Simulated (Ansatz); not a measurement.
Input file:

```
crystal:
  periodic: [false, false, false]
  atoms:
    - {symbol: O, position_ang: [1.079364, 2.069875, -0.987589]}
    - {symbol: Ti, position_ang: [1.379088, 0.359036, -0.569972]}
    - {symbol: F, position_ang: [2.915281, 0.568381, 0.287171]}
    - {symbol: F, position_ang: [1.981867, -0.640106, -1.889376]}
    - {symbol: O, position_ang: [-0.507091, -0.109015, -1.214923]}
    - {symbol: C, position_ang: [-1.543061, -0.503950, -0.633218]}
    - {symbol: C, position_ang: [-1.623383, -0.805753, 0.727734]}
    - {symbol: C, position_ang: [-0.505342, -0.682356, 1.524339]}
    - {symbol: O, position_ang: [0.641229, -0.285796, 1.142260]}
    - {symbol: H, position_ang: [1.749199, 2.749229, -0.868574]}
    - {symbol: H, position_ang: [-2.438088, -0.622792, -1.255530]}
    - {symbol: H, position_ang: [-2.554008, -1.151503, 1.153201]}
    - {symbol: H, position_ang: [-0.575035, -0.945252, 2.584467]}
basis:
  gaussian: {orbitals: def2-TZVPP}
hamiltonian: {xc: pbe0, dispersion: d4}
output: {orbitals: {seedname: orbitals}}
```

Command:

```sh
ansatz run in.yaml --threads 4 --pin off --events-out ev --progress --plain --max-ram 66560MiB --backend cuda --devices 0, --max-vram 37GiB
```

Geometry: PBE0-D4/def2-TZVP.

Method: RKS PBE0-D4/def2-TZVPP (Ansatz 0.2.0).

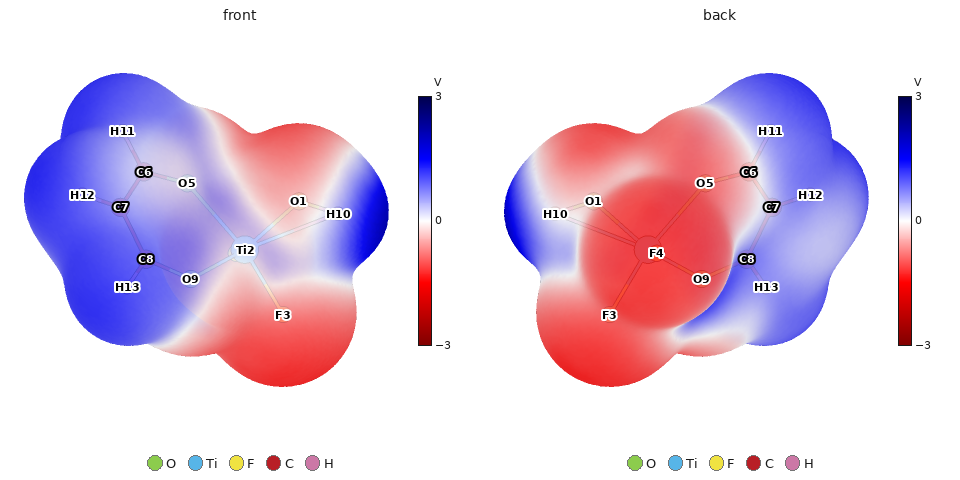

C3H4F2O3Ti. The electrostatic potential painted on the density surface at 0.001 e/bohr³, seen from the front and from behind; the colour scale runs from red (negative) to blue (positive).

Q: Describe the electrostatic potential map.

A: The most negative region (about −1.3 V) lies over F3, the most positive (about +2.0 V) over H10.
